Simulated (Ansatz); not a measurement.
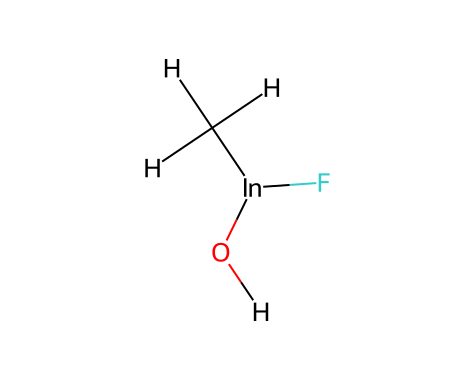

A structural formula.

Write the SMILES.

Answer. [CH3][In]([OH])[F]

What is the molecular formula?

Answer. CH4FInO.

More results for the same structure follow; atom numbers are the same in all pictures, views and colours differ. The geometry was computed by an optimisation with PBE0-D4/def2-TZVP.

## Vibrations

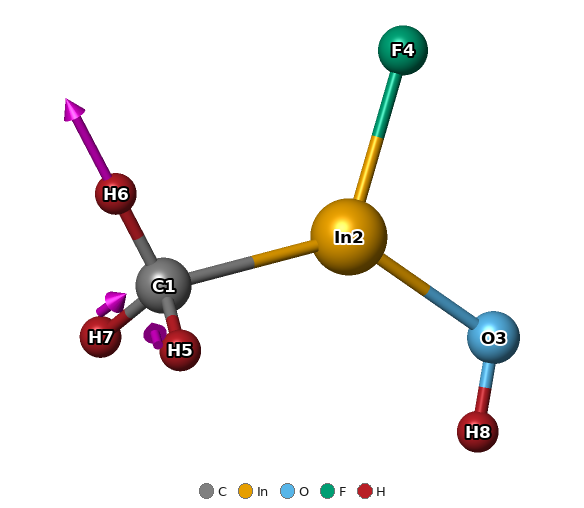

The arrows show one normal mode. Harmonic vibrations computed with RKS PBE0-D4/def2-TZVP, core potentials on In (Ansatz 0.2.0) at a stationary point of the same level.

Describe the motion.

Answer. Mostly out-of-phase stretching of 2 C–H bonds.

Estimate its harmonic wavenumber.

Answer. 3186 cm⁻¹; it is mode 17 of 18 counted from the lowest.

## Dipole moment

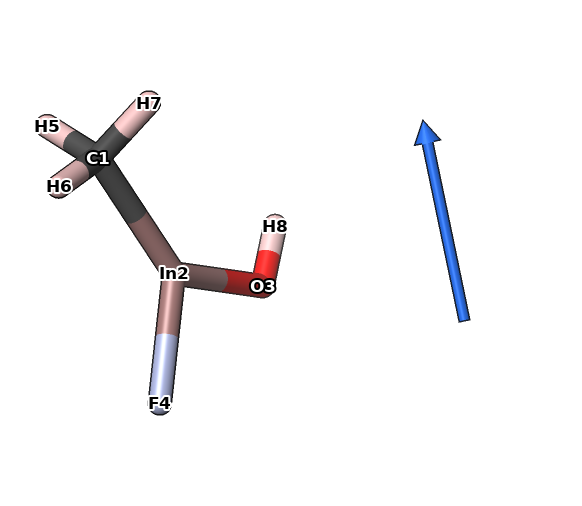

The arrow beside the molecule shows the direction of the dipole moment, from the negative to the positive end (its length means nothing). Level of theory: RKS PBE-D4/def2-TZVPP, core potentials on In (Ansatz 0.2.0).

How large is the dipole moment?

Answer. 4.72 D; it points from the side of F4 to the side of H5, H7 (the outermost atoms at the two ends).

## Electronic properties

Method: RKS BHLYP-D4/def2-TZVPP, core potentials on In (Ansatz 0.2.0).

Estimate the LUMO energy (Kohn–Sham orbital).

Answer. −0.57 eV.

Estimate the HOMO energy (Kohn–Sham orbital).

Answer. −9.76 eV.

What is the dispersion correction?

Answer. −15.6 kJ/mol.
